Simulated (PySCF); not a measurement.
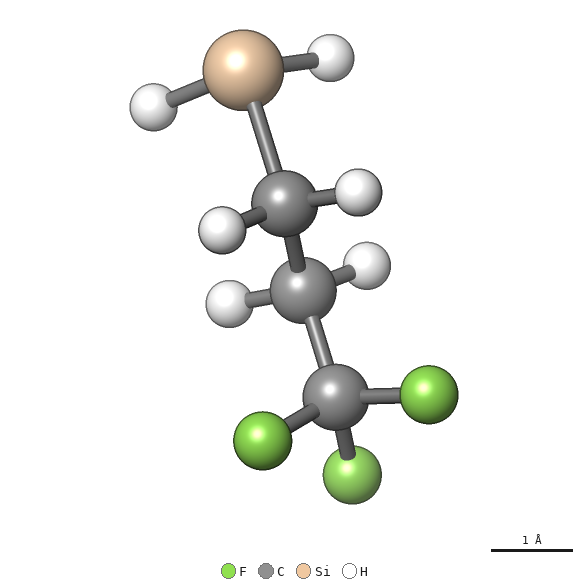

Rendered structure (ball-and-stick style). Every bond is drawn as one stick, whatever its order.

Charge −1, singlet. The computed structure is the end point of a GFN2-xTB optimisation. No frequency run is at hand to confirm it as a minimum.

**Give the formula.**

C3H6F3Si(-), 13 atoms: 3 carbon, 6 hydrogen, 3 fluorine and 1 silicon.

**Does it have rings?**

It has no ring.

**How many bonds of each kind are drawn?**

4 C–H, 3 C–F, 2 C–C, 2 Si–H, 1 C–Si.

More results for the same structure follow; atom numbers are the same in all pictures, views and colours differ.

**Symmetry**

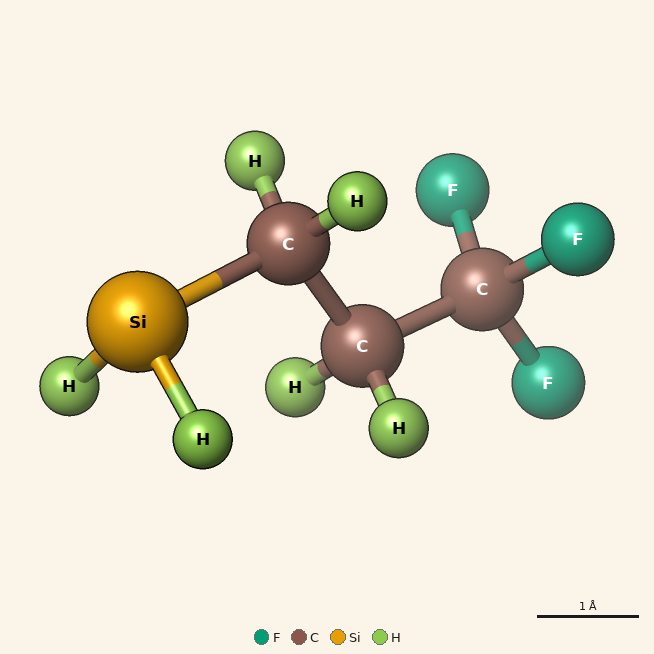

Distant atoms are faded towards the background colour. No frequency run is at hand to confirm it as a minimum. Masses are those of the most abundant isotopes; constants are for the rigid equilibrium geometry.

**Classify the rotor and give the rotational constants (MHz).**

An asymmetric top (Cs): A = 4799, B = 938, C = 927 MHz. Ray's parameter κ is −0.99, close to the prolate limit.

**NMR shielding**

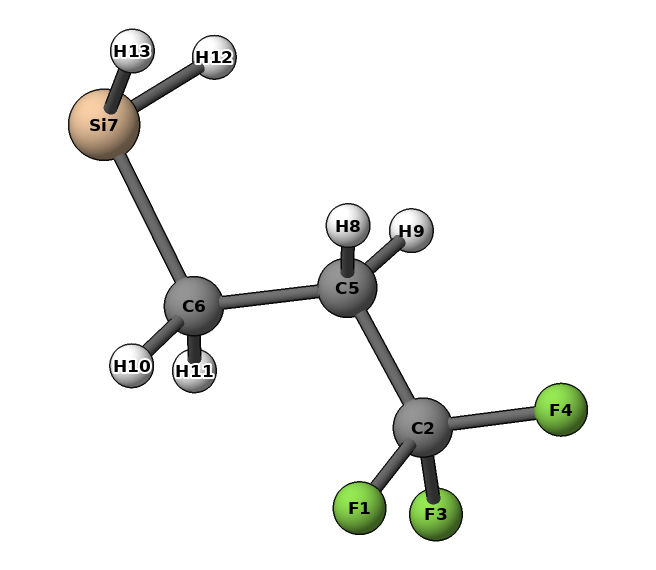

The questions are on isotropic NMR shieldings of the C atoms. No frequency run is at hand to confirm it as a minimum. Method: GIAO PBE0/pcSseg-1 NMR shielding, non-relativistic, gas phase (PySCF 2.14.0).

Give the isotropic NMR shieldings of the C atoms atom by atom.

| atom | σ (ppm) |
| --- | --- |
| C2 | 50.7 |
| C5 | 133.5 |
| C6 | 175.2 |

**Charges**

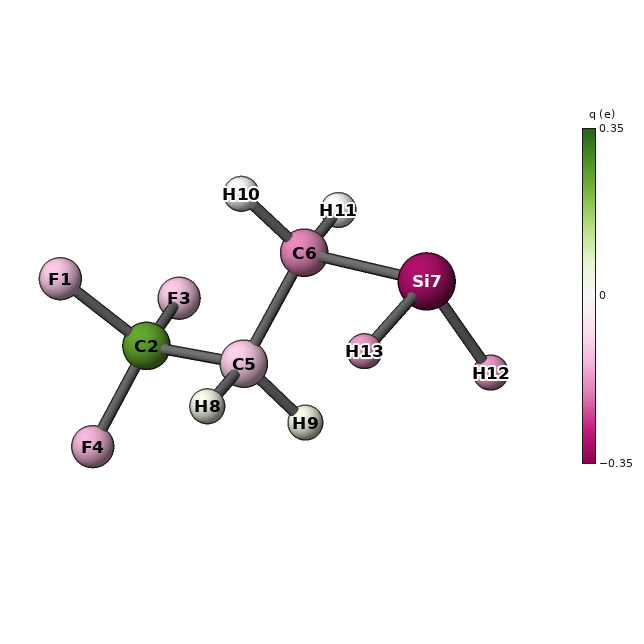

Atoms are coloured by their Hirshfeld charges. No frequency run is at hand to confirm it as a minimum. Properties computed with PBE0/pcSseg-1, gas phase (PySCF 2.14.0).

**Which atom carries the highest charge (most positive or least negative)?**

C2 (0.25 e).

**And the lowest?**

Si7 (−0.31 e).

List the Hirshfeld charges.

| atom | value (e) |
| --- | --- |
| F1 | −0.12 |
| C2 | 0.25 |
| F3 | −0.12 |
| F4 | −0.14 |
| C5 | −0.11 |
| C6 | −0.19 |
| Si7 | −0.31 |
| H8 | 0.03 |
| H9 | 0.03 |
| H10 | 0.01 |
| H11 | 0.01 |
| H12 | −0.17 |
| H13 | −0.17 |

**Electronic properties**

No frequency run is at hand to confirm it as a minimum. Properties computed with PBE0/def2-SVPD, gas phase (PySCF 2.14.0).

**Estimate the mean static polarisability.**

97.7 bohr³.

The geometry is semi-empirical. Around Si such bond lengths and angles can be off by a tenth of an ångström or more and by several degrees, and values that hang on the shape move with them.
